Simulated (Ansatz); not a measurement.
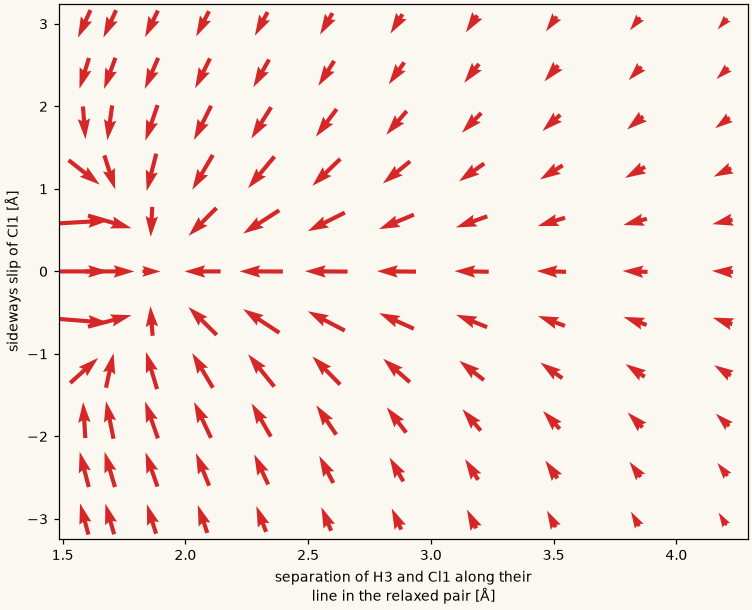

The pair Cl···H₂Se, charge −1. First axis: separation of H3 and Cl1 along their line in the relaxed pair. Second axis: sideways slip of Cl1. Nothing is relaxed (both partners rigid). The scan uses an 11 × 11 grid. Points are written as (first, second). Theory: RKS CAM-B3LYP-D4/def2-TZVPD in Ansatz 0.2.0.

The picture shows arrows along the force (downhill), their lengths compressed.

The arrows alone are given. Where is the energy lowest?

Answer. The arrows converge at about (1.890 Å, 0.0 Å) (read from the interpolated surface).

The energy map of the same scan:

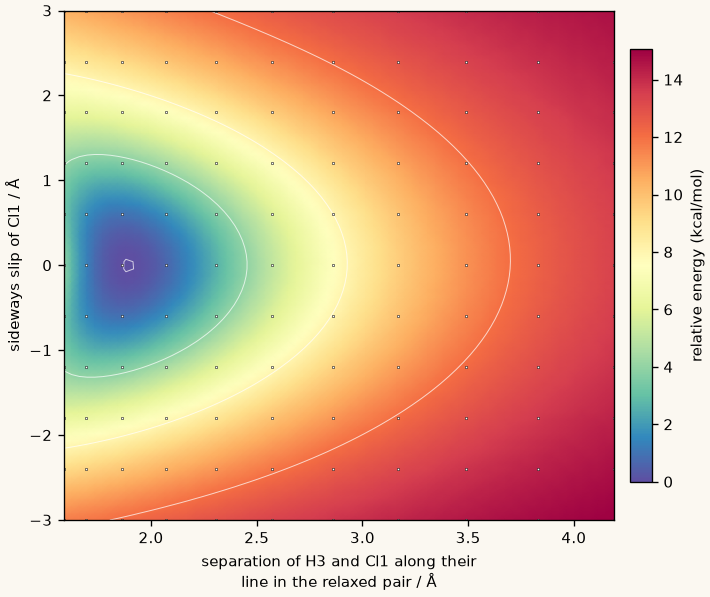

Energies are in kcal/mol, from the lowest grid point; between grid points the surface is interpolated.
